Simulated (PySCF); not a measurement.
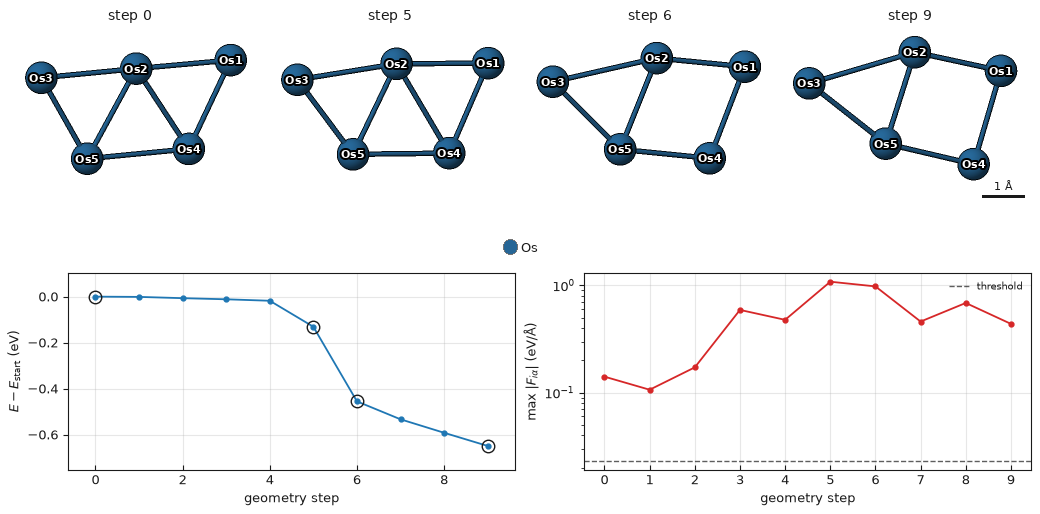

Frames of a relaxation of Os$_{5}$ (charge −1, multiplicity 4), marked on the history of the run. The picture is a ball-and-stick view, seen at a tilt.

These are results of UKS B3LYP, Os def2-SVP with ECP60; non-relativistic Hamiltonian with scalar-relativistic core potentials; density fitting in PySCF 2.14.0, not measurements.

The input:
```
mol = gto.M(atom='''
Os    -2.42523    -0.82354    -0.00000
Os     0.00661    -0.84176    -0.00000
Os     2.44702    -0.84583    -0.00000
Os    -1.32167     1.25755     0.00000
Os     1.29326     1.25359     0.00000''',
    basis={'Os': 'def2-SVP'},
    ecp={'Os': 'def2-SVP'},
    charge=-1, spin=3)
mf = dft.UKS(mol, xc='B3LYP')
mf.grids.atom_grid = (50, 194)  # f atoms: at least (60, 302), unpruned
mf = mf.density_fit()  # Os def2-universal-JKFIT
mf.conv_tol = 1e-08; mf.max_cycle = 55
mf.kernel(dm0)
# quasi-Newton relaxation in Cartesian coordinates to a largest gradient under 0.00045 Eh/bohr
```

Command:
```bash
OMP_NUM_THREADS=4 python run.py
```

### What happens along the run?

The relaxation stopped without meeting its thresholds, so the last structure isn't shown to be converged. After 9 geometry steps the energy has fallen by 0.649 eV. Largest force component: 0.14 eV/Å at the start, 0.44 eV/Å at the end. The largest move after the best rigid fit is that of Os5, 0.58 Å. Near-neighbour distances that change, for instance: Os2–Os4 2.484 → 3.250 Å, Os2–Os3 2.440 → 2.770 Å, Os4–Os5 2.615 → 2.365 Å, Os3–Os5 2.396 → 2.563 Å. Bonds break, among them: Os2–Os4 (2.48 → 3.25 Å). Among the angles between lasting bonds that change: Os3–Os5–Os4 118.9° → 157.1°, Os2–Os5–Os4 58.5° → 88.1°, Os1–Os2–Os5 121.1° → 92.8°. From step 0 to 5: Os5 moves most (0.18 Å), energy −0.131 eV. From step 5 to 6: Os5 moves most (0.21 Å), energy −0.324 eV. From step 6 to 9: Os5 moves most (0.19 Å), energy −0.194 eV.

| step | E − E(0), eV | largest force component, eV/Å |
| --- | --- | --- |
| 0 | 0.0000 | 0.1411 |
| 1 | -0.0011 | 0.1066 |
| 2 | -0.0067 | 0.1722 |
| 3 | -0.0116 | 0.5910 |
| 4 | -0.0179 | 0.4776 |
| 5 | -0.1309 | 1.0826 |
| 6 | -0.4554 | 0.9789 |
| 7 | -0.5334 | 0.4603 |
| 8 | -0.5919 | 0.6860 |
| 9 | -0.6492 | 0.4380 |

Limits of the set-up: the basis has no diffuse functions, which an anion needs.
